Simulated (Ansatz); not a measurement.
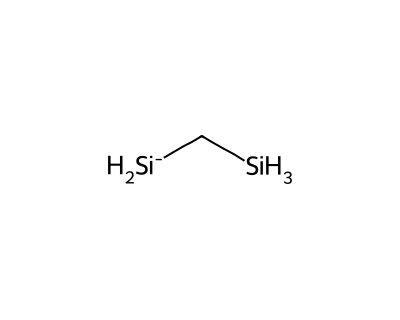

Source: calculation with Ansatz.

Skeletal drawing of a molecule. State: charge −1, singlet.

Give its SMILES.

Answer. [SiH2-]C[SiH3]

Give the formula, hydrogens included.

Answer. CH7Si2, charge -1.

An optimisation with PBE0-D4/def2-TZVPD gave a structure of which point group?

Answer. C1.
